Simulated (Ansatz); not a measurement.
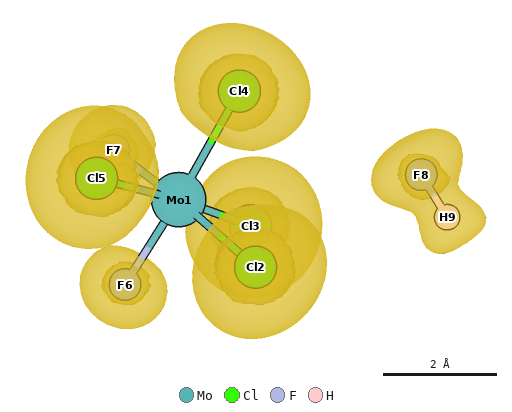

Figure. Cl4F2Mo···HF. Isosurface of the electron localisation function at 0.75 (yellow), seen from one side. Only the valence region is drawn (cores and ρ < 0.01 e/Å³ removed).

Core potentials replace the inner electrons of Mo.

All numbers below come from RHF/def2-SVP (Ansatz).

```xyz
9

Mo   -0.3351   -0.2602   -0.2193
Cl   -0.2336   -0.1480    2.0429
Cl    1.9352   -0.3538   -0.3862
Cl   -0.3726    1.9763   -0.4576
Cl   -2.6215   -0.3593   -0.1687
F    -0.3434   -2.0783   -0.1157
F    -0.4209   -0.4525   -2.0248
F     2.2181    2.4986    1.9507
H     2.5435    2.1858    2.7310
```

**Identify the bonds, lone pairs and shells in this picture.**

At this value the surface marks out four regions wrapped around Cl (the valence shell of each), two regions wrapped around F (the valence shell of each) and one joined region spread over several atoms (F, H), in which their bonds and any lone pairs are merged.

Values along the shortest contacts:
Cl4···F8 (3.58 Å): the ELF dips to about 0 between them: a non-bonded, intermolecular contact. Mo–F (1.82 Å): the ELF peaks at about 0.85 in the valence shell of F, 0.5 Å from its nucleus, and drops to about 0.25 between the two atoms.
